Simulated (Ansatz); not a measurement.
# F2H2Si···SiH4: what the fields show

Input

```
crystal:
  periodic: [false, false, false]
  atoms:
    - {symbol: Si, position_ang: [-1.248880, 1.441576, 0.521312]}
    - {symbol: Si, position_ang: [1.294490, -1.440737, -0.498070]}
    - {symbol: F, position_ang: [-2.504545, 2.409927, 0.558687]}
    - {symbol: F, position_ang: [-1.583982, 0.262496, -0.488732]}
    - {symbol: H, position_ang: [-0.094523, 2.194787, -0.001229]}
    - {symbol: H, position_ang: [1.182755, -0.383454, 0.543256]}
    - {symbol: H, position_ang: [-1.060642, 0.870040, 1.866992]}
    - {symbol: H, position_ang: [0.232079, -2.452692, -0.284619]}
    - {symbol: H, position_ang: [1.153666, -0.822134, -1.838628]}
    - {symbol: H, position_ang: [2.629485, -2.079908, -0.379069]}
basis:
  gaussian: {orbitals: def2-TZVPP}
hamiltonian: {xc: pbe0, dispersion: d4}
output: {orbitals: {seedname: orbitals}}
```

Launched as:

```sh
ansatz run in.yaml --threads 4 --pin off --events-out ev --progress --plain --max-ram 9574MiB
```

The product side of a reaction path; geometry: PBE0-D4/def2-TZVP; a saddle point, not a minimum.

These are results of RKS PBE0-D4/def2-TZVPP (Ansatz 0.2.0), not measurements.

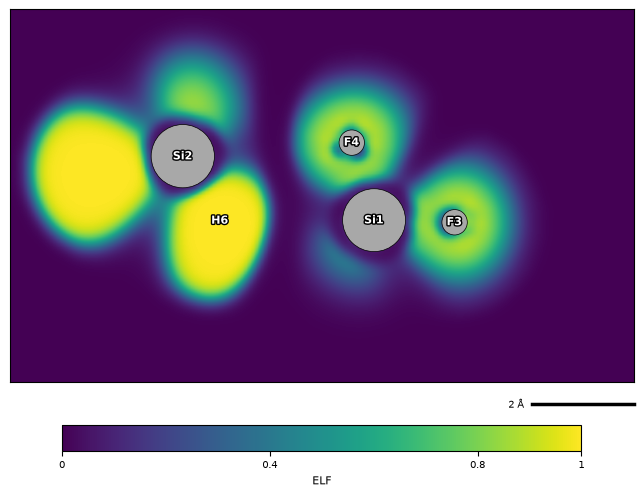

Figure 1. Electron localisation function on the plane of atoms F3, Si1 and F4. Grey discs cover the atomic cores.

Question: Describe what can be read from this map.

Answer: The plane passes through Si, F and H nuclei.
Si1···H6 (3.04 Å): the ELF dips to about 0 between them: a non-bonded, intermolecular contact.
Si–F (1.59 Å): the ELF peaks at about 0.85 in the valence shell of F, 0.6 Å from its nucleus, and is about 0.55 at the midpoint.
Si–H (1.49 Å): the ELF climbs to about 1 towards the hydrogen, as it does in any bond to H.
The ELF also peaks beside F3 and F4, away from the bonds: lone-pair regions.

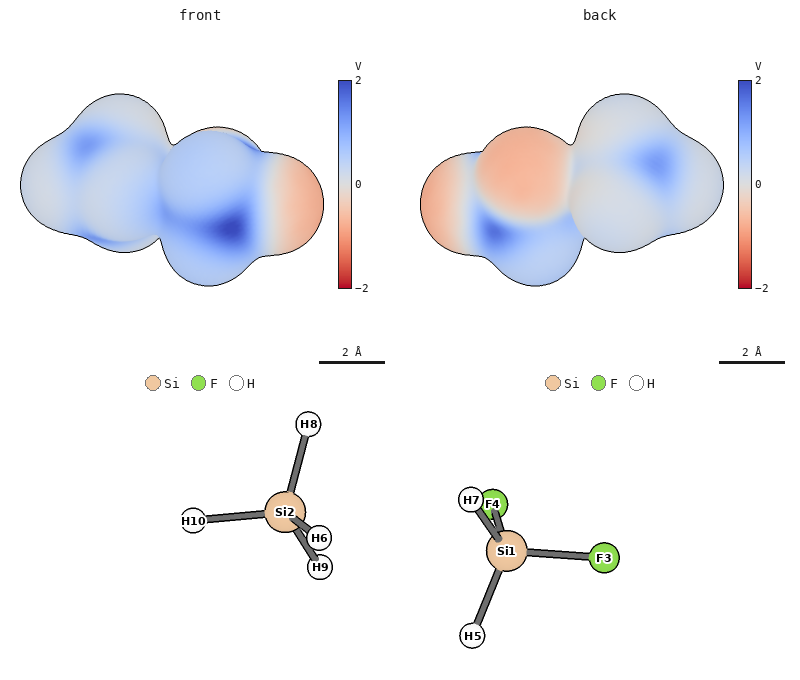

Figure 2. The molecular electrostatic potential painted on the density surface at 0.002 e/bohr³, seen from the front and from behind; red is negative and blue positive. The bare structure is drawn below in the same view.

Question: Describe the electrostatic potential map.

Answer: The most negative region (about −0.7 V) lies over F3 and F4, the most positive (about +1.9 V) over Si1.

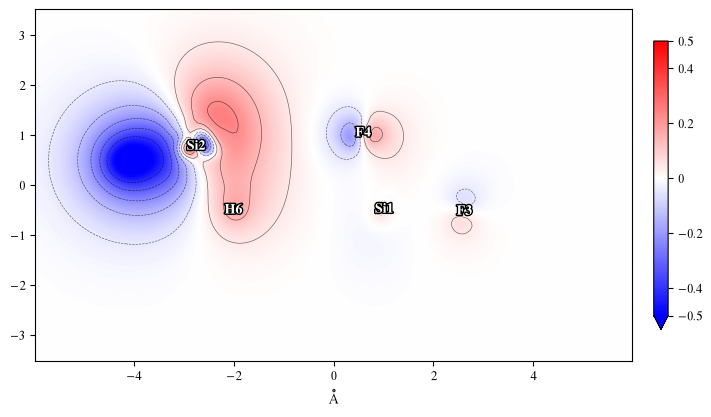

Figure 3. The HOMO−1 on the plane of atoms F3, Si1 and F4 (values in Å⁻³ᐟ²; the overall sign is arbitrary).

Question: What is the character of this orbital?

Answer: By Hirshfeld shares it lies mainly on Si2 (about 45 %), H10 (about 40 %) and H8 (about 10 %). Its energy is −9.90 eV.
